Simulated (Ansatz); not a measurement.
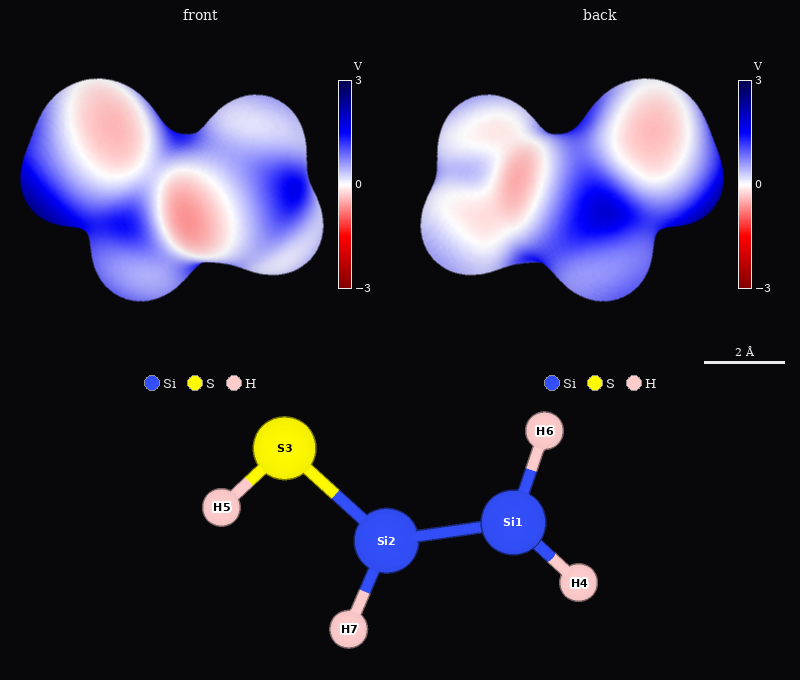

Figure 1: H4SSi2. The molecular electrostatic potential painted on the density surface at 0.004 e/bohr³, seen from the front and from behind; red is negative and blue positive. The bare structure is drawn below in the same view.

Geometry: PBE0-D4/def2-TZVP.

The calculation used Ansatz 0.2.0, RKS PBE0-D4/def2-TZVPP.

The calculation's input:

```
crystal:
  periodic: [false, false, false]
  atoms:
    - {symbol: Si, position_ang: [-0.705408, 0.518556, -0.174748]}
    - {symbol: Si, position_ang: [0.716555, -0.941923, 0.611312]}
    - {symbol: S, position_ang: [1.761850, -0.666562, 2.435081]}
    - {symbol: H, position_ang: [-1.568923, -0.111007, -1.212558]}
    - {symbol: H, position_ang: [2.938497, -1.118901, 1.970109]}
    - {symbol: H, position_ang: [-1.529243, 1.162947, 0.884552]}
    - {symbol: H, position_ang: [1.546742, -1.755388, -0.313201]}
basis:
  gaussian: {orbitals: def2-TZVPP}
hamiltonian: {xc: pbe0, dispersion: d4}
output: {orbitals: {seedname: orbitals}}
```

Run with:

```sh
ansatz run in.yaml --threads 2 --pin off --events-out ev --progress --plain --max-ram 4352MiB
```

Q: Which sites attract a positive test charge, and which a negative one?

A: A positive charge is drawn to the negative regions and a negative charge to the positive ones. The most negative region (about −0.6 V) lies over H4, the most positive (about +2.3 V) over H5.
